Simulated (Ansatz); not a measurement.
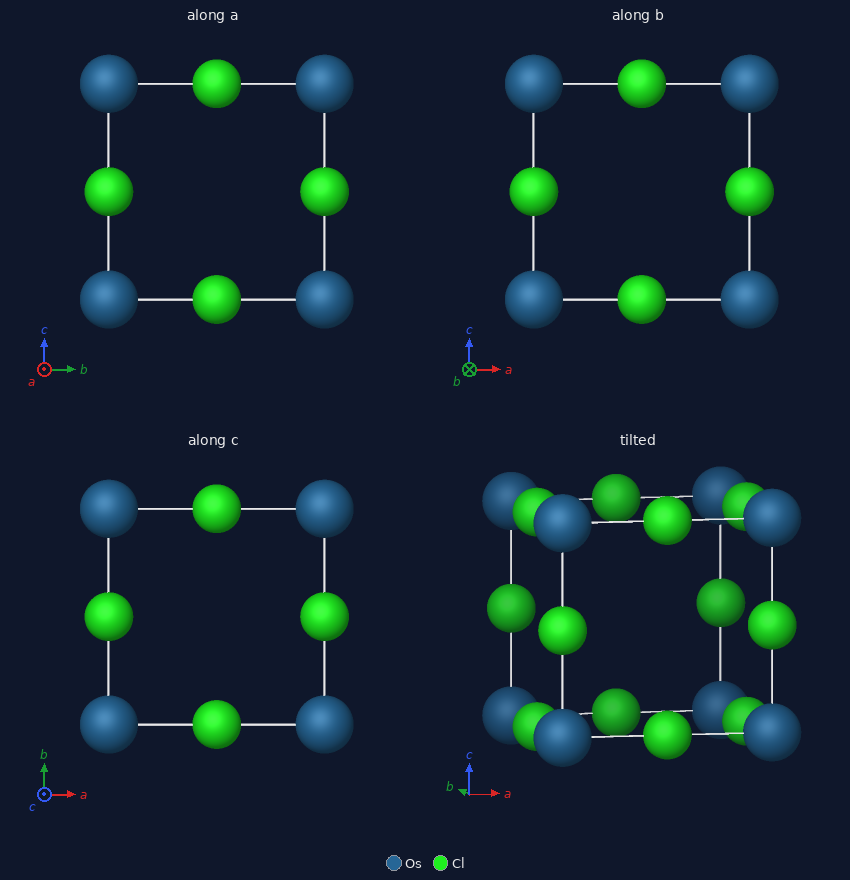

Spheres-only drawing of the structure, looking along the a axis, along the b axis, along the c axis and slightly off an axis. Lines trace the edges of the conventional unit cell.

Lattice parameters: a = 4.9289 Å, b = 4.9289 Å, c = 4.9289 Å, α = 90.000°, β = 90.000°, γ = 90.000°.

Convert the drawing into a CIF with its space group and independent sites.

Answer.
```cif
data_structure
_symmetry_space_group_name_H-M 'P m -3 m'
_symmetry_Int_Tables_number 221
_cell_length_a 4.9289
_cell_length_b 4.9289
_cell_length_c 4.9289
_cell_angle_alpha 90.000
_cell_angle_beta 90.000
_cell_angle_gamma 90.000
_cell_volume 119.74
loop_
_atom_site_label
_atom_site_type_symbol
_atom_site_symmetry_multiplicity
_atom_site_Wyckoff_symbol
_atom_site_fract_x
_atom_site_fract_y
_atom_site_fract_z
_atom_site_occupancy
Os1 Os 1 a 0.0000 0.0000 0.0000 1
Cl1 Cl 3 d 0.5000 0.0000 0.0000 1
```

Its origin is a structure type filled with these elements by a generator (whether the compound takes this form wasn't checked). The cell was then strained or its atoms displaced on purpose. Ansatz was used for an electronic-structure calculation on it.
